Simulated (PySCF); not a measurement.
## A study: C3H3, charge +1, SMILES `[CH+]1C=C1`

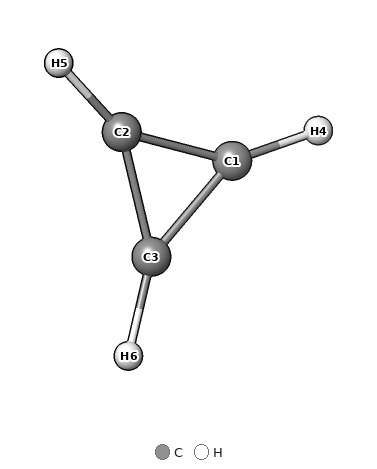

The molecule, with its atoms numbered as below. No frequency check shows the geometry to be a minimum.

Coordinates in Å:

```
C1      -0.6859    0.4028    0.0000
C2      -0.0059   -0.7954    0.0000
C3       0.6918    0.3926    0.0000
H4      -1.6113    0.9464    0.0000
H5      -0.0140   -1.8687    0.0000
H6       1.6253    0.9222    0.0000
```

Part 1: Localised orbitals

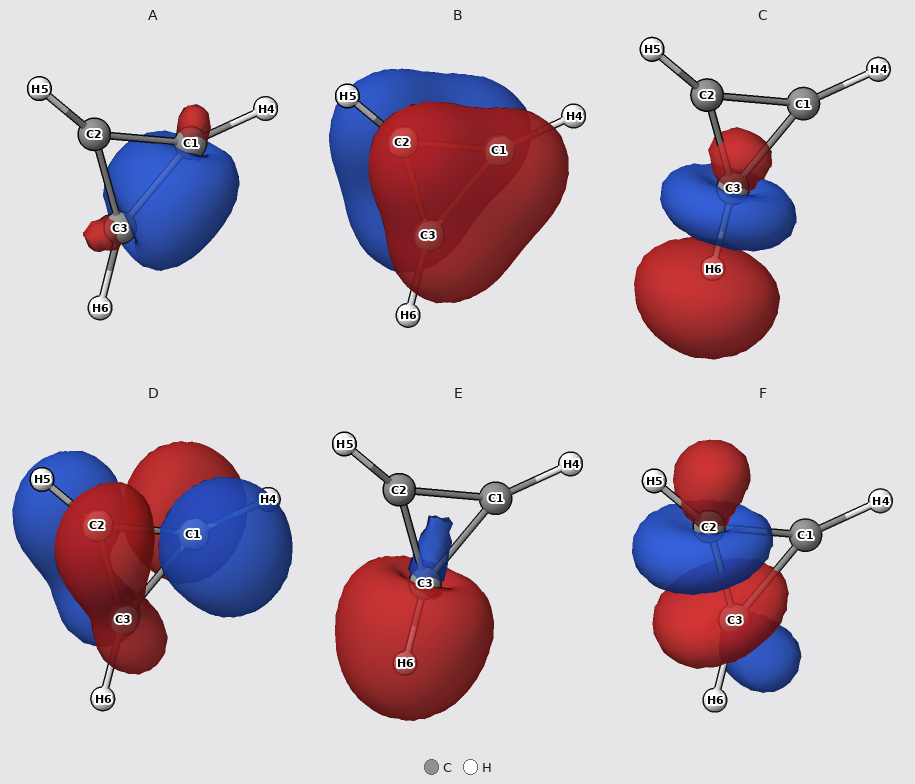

Intrinsic bond orbitals (IBO), occupied and valence-virtual; each surface holds about 80 % of the orbital's density. Energies are diagonal elements of the Fock matrix.

Method: PBE/cc-pVDZ; geometry: GFN2-xTB; program: PySCF.

Question: Identify each orbital.

Answer: By panel:
- A: σ bond C3–C1 (C3 49 %, C1 49 %; −21.8 eV)
- B: delocalised π orbital mainly over C2, C3 and C1 (C2 33 %, C3 33 %, C1 33 %; −17.2 eV)
- C: σ* orbital H6–C3, mostly on H6 (H6 63 %, C3 36 %; 1.6 eV)
- D: π* orbital C1–C2 (C1 65 %, C2 27 %, C3 8 %; −8.9 eV)
- E: σ bond C3–H6 (C3 64 %, H6 35 %; −20.7 eV)
- F: σ* orbital C3–C2 (C3 50 %, C2 50 %; 3.0 eV)

Question: Which has the smallest and which the largest spatial spread?

Answer: Smallest: E (0.79 Å); largest: D (1.22 Å).

Part 2: Magnetic shielding

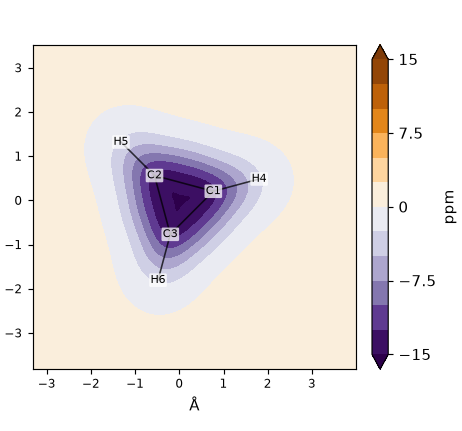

Isotropic NICS 1.0 Å above the plane of the 3-membered ring C1/C2/C3; GIAO shieldings; atoms are projected onto the map; negative values mean shielding.

PySCF calculation, PBE0/def2-TZVP, gas phase; geometry: GFN2-xTB.

Question: Classify the ring and give its NICS values.

Answer: It is shielded above its centre; in a three-membered ring σ bonds weigh heavily, so the values alone don't measure π aromaticity: NICS(0) = −23.4, NICS(1) = −15.0, NICS(1)zz = −29.1 ppm.

Part 3: The π system

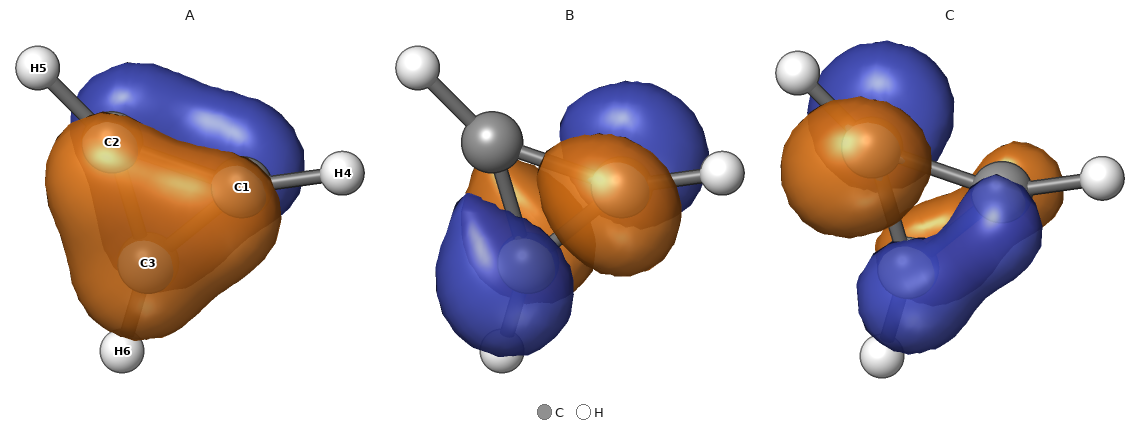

Natural orbitals of the π active space, CASSCF(2,3), singlet state, in order of falling occupation.

Computed with PySCF, def2-SVP basis, geometry: GFN2-xTB.

Question: What are the natural occupation numbers?

Answer: A 1.95, B 0.03, C 0.03.

Question: How multiconfigurational is the state?

Answer: The leading determinant weighs 0.97; the effective number of unpaired electrons, Σ n²(2−n)², is 0.02; the most occupied of the weakly occupied orbitals holds 0.03 e, as in an ordinary closed-shell π system. The active space lowers the energy by 0.66 eV against Hartree–Fock.

Question: Where does the lowest triplet lie relative to the singlet, at this geometry and within this active space?

Answer: 7.58 eV above it by strongly contracted NEVPT2 (+7.01 eV by CASSCF); a small basis tends to put such gaps a few tenths of an eV too high. This is a vertical energy for π states alone; a state that uses lone pairs or σ orbitals may lie lower.

The PySCF runs shown took 3.1 s, 23 s and 7.3 s on 1 thread of Arm Neoverse V1, with other jobs on the host.
